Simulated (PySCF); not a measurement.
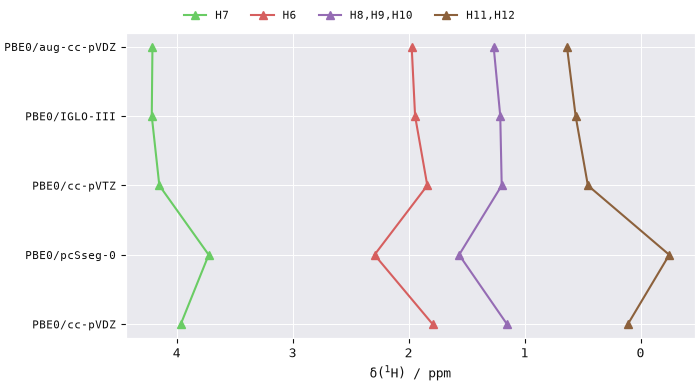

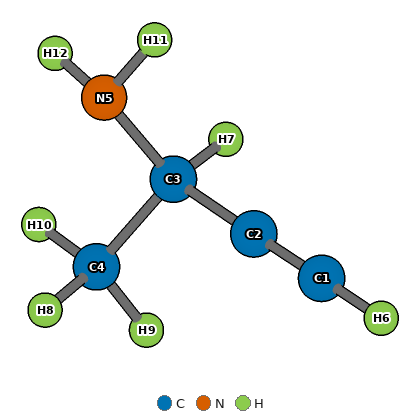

GIAO ¹H shifts of C₄H₇N, SMILES C#C[C@@H](C)N at several levels, one geometry, PySCF, at a PBE0-D3(BJ)/def2-SVP geometry (no frequency check); values of one conformer, averaged over nuclei that symmetry, rotation about single bonds or inversion at nitrogen exchange, these motions taken as fast; each against TMS at the same level. Protons on N, O or S are those of the isolated molecule, without hydrogen bonds to neighbours or exchange.

> Which of the plotted signals depends most on the level, and by how much?

That of H11 and H12: from −0.25 ppm (PBE0/pcSseg-0) to 0.63 ppm (PBE0/aug-cc-pVDZ), a spread of 0.88 ppm. The steadiest, H8, H9 and H10, moves by 0.41 ppm.

> Do all levels give the signals in the same order?

Yes, the order of the signals is the same at every level.
